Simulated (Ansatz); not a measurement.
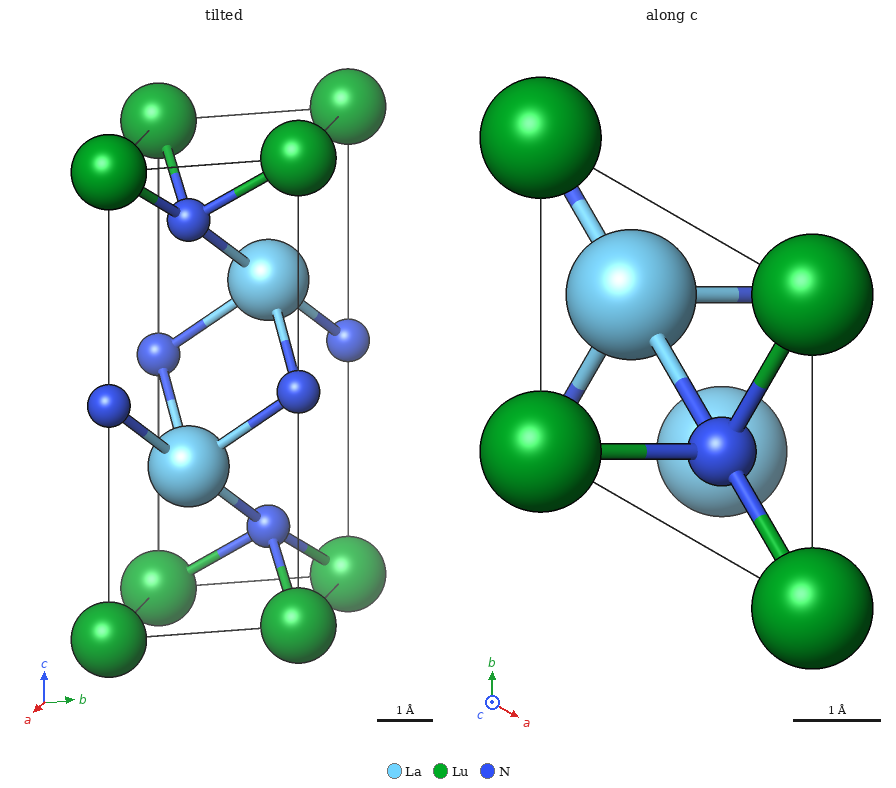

We look at a ball-and-stick model of the crystal slightly off an axis and along the c axis. The conventional unit cell is outlined; an atom on or near a face, edge or corner is repeated at each equivalent position.

La$_{2}$LuN$_{3}$, space group P-3m1 (No. 164), a = 3.619 Å, b = 3.619 Å, c = 8.938 Å, α = 90.00°, β = 90.00°, γ = 120.00°. Starting structure: a structure type filled with these elements by a generator (whether the compound takes this form wasn't checked). Earlier steps of the study, as a rule a relaxation of our own, may have changed the cell and positions, so they can lie some per cent off the listed ones. Ansatz was used for an electronic-structure calculation on it.

This one geometry was computed with Ansatz (DFT, plane waves, PAW) at four levels of theory: PBE with spin-orbit coupling, PBE, PBEsol and r2SCAN.

Which level gives the highest pressure at this volume, and what does that say about its equilibrium volume?

Highest: PBE with spin-orbit coupling (-0.1 GPa) and PBE (0.0 GPa), which points to the largest equilibrium volume. Lowest, with the smallest volume: PBEsol (-4.7 GPa). Levels within 0.5 GPa of each other can't be told apart.

How does the band gap change with the level of theory?

PBE with spin-orbit coupling: a gap of 0.17 eV, direct; PBEsol: a gap of 0.17 eV, indirect; PBE: a gap of 0.24 eV, indirect; r2SCAN: a gap of 0.53 eV, indirect.

Collect the results in a table.

| level | cutoff (eV) | k-mesh of the run's cell | gap (eV) | pressure (GPa) |
| --- | --- | --- | --- | --- |
| PBE with spin-orbit coupling | 420 | 12×12×4 | 0.17 | -0.1 |
| PBE | 420 | 12×12×4 | 0.24 | 0.0 |
| PBEsol | 420 | 12×12×4 | 0.17 | -4.7 |
| r2SCAN | 500 | 12×12×4 | 0.53 | -1.1 |

Gaps are taken on the k-mesh or band path of each run.
